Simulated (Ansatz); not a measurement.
CH5FSi

```xyz
8

Si    0.1442   -0.0217    0.0648
F     0.7495   -0.2510    1.5288
H     1.4797    0.1908   -0.4689
H    -0.7259    1.1899    0.0416
C    -0.7882   -1.5025   -0.5653
H    -1.6701   -1.6957    0.0657
H    -1.1440   -1.3231   -1.5931
H    -0.1614   -2.4068   -0.5689
```

Not at a stationary point (largest force 1.8 eV/Å).

Level of theory: Ansatz 0.2.0, RKS PBE0/def2-SVP.

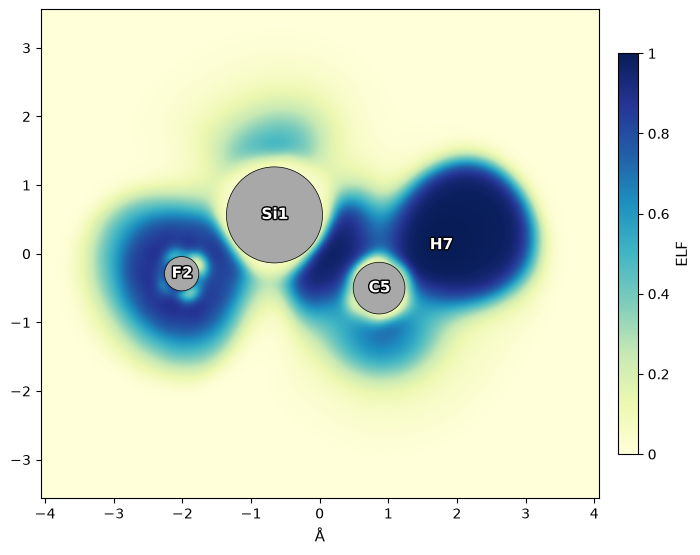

Figure 1. Electron localisation function on the plane of atoms F2, Si1 and C5. Grey discs cover the atomic cores.

### Describe what can be read from this map.

The plane passes through Si, F, C and H nuclei.
Si–F (1.60 Å): the ELF peaks at about 0.85 in the valence shell of F, 0.6 Å from its nucleus, and is about 0.50 at the midpoint.
C–Si (1.86 Å): the ELF peaks at about 0.95 between the atoms: localised, covalent bonding.
C–H (1.10 Å): the ELF climbs to about 1 towards the hydrogen, as it does in any bond to H (an ordinary covalent bond to hydrogen).
The ELF also peaks beside F2, away from the bonds: lone-pair regions.

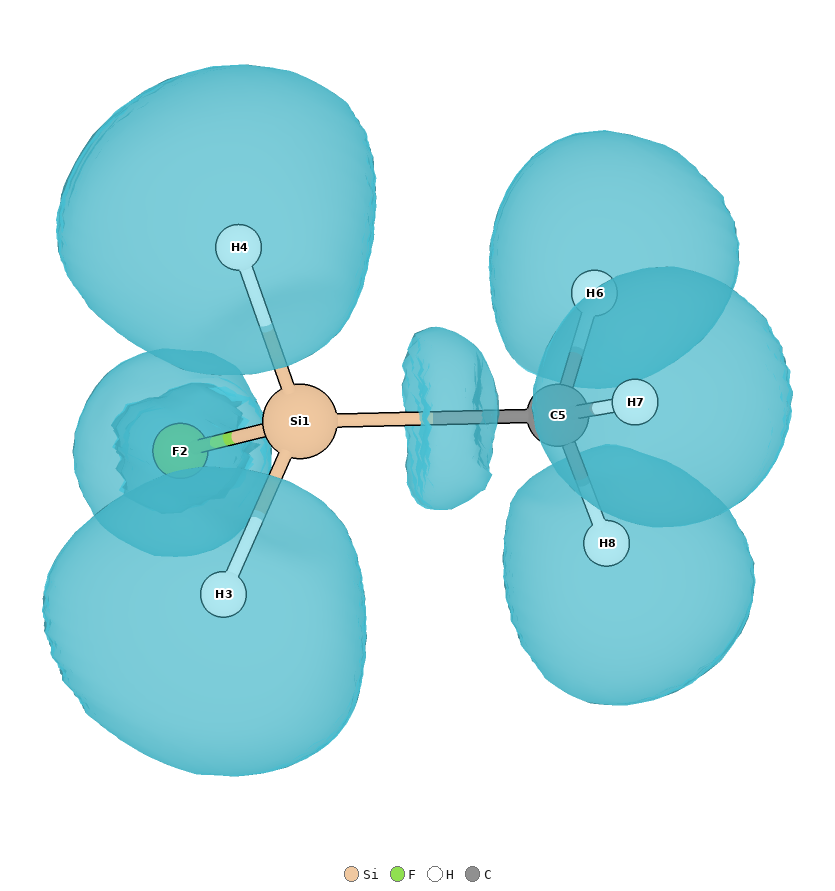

Figure 2. Isosurface of the electron localisation function at 0.8 (cyan), seen at an oblique angle. Only the valence region is drawn (cores and ρ < 0.01 e/Å³ removed).

### Identify the bonds, lone pairs and shells in this picture.

At this value the surface marks out one region between bonded C–Si atoms (shared pairs), five regions around hydrogen nuclei and one region wrapped around F (its lone pairs, merged into a ring or cap).

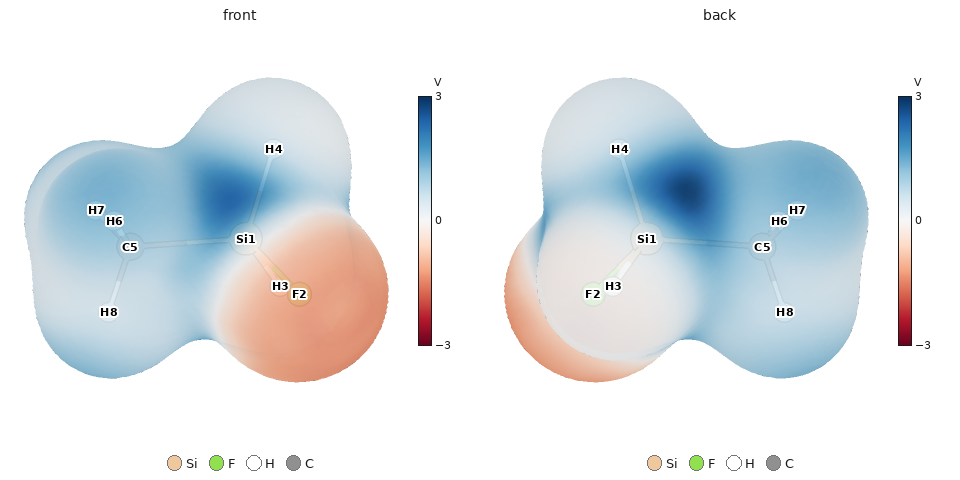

Figure 3. The electrostatic potential painted on the density surface at 0.004 e/bohr³, seen from the front and from behind; the colour scale runs from red (negative) to blue (positive).

### Which sites attract a positive test charge, and which a negative one?

A positive charge is drawn to the negative regions and a negative charge to the positive ones. The most negative region (about −1.3 V, or −30 kcal/mol for a unit charge) lies over F2, the most positive (about +2.7 V, or +62 kcal/mol for a unit charge) over Si1.
